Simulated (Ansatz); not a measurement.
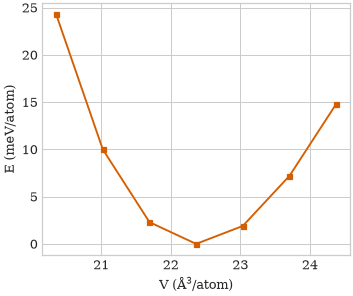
Fig. 1. Cs2HgF4 in space group I4/mmm (No. 139; Cs on 4e, Hg on 2a, F on 4e, F on 4c) under volume change, DFT-r²SCAN in the program Ansatz with PAW potentials, shape and atoms relaxed at each volume.

**Question.** What does a third-order Birch–Murnaghan fit give for V₀, B₀ and B′?

**Answer.** V₀ = 22.37 Å³/atom, B₀ = 33.0 GPa, B′ = 7.2.

The workflow started from a Materials Project entry (that database holds measured and hypothetical structures alike); the Crystallography Open Database copy checked does not list it. Its standing as an ambient phase is unchecked. The r²SCAN relaxation kept the symmetry of its start; whether a distortion lowers the energy is not shown. Spin–orbit coupling is left out wherever it is not named.

Potentials: the later of the program's two PAW sets.
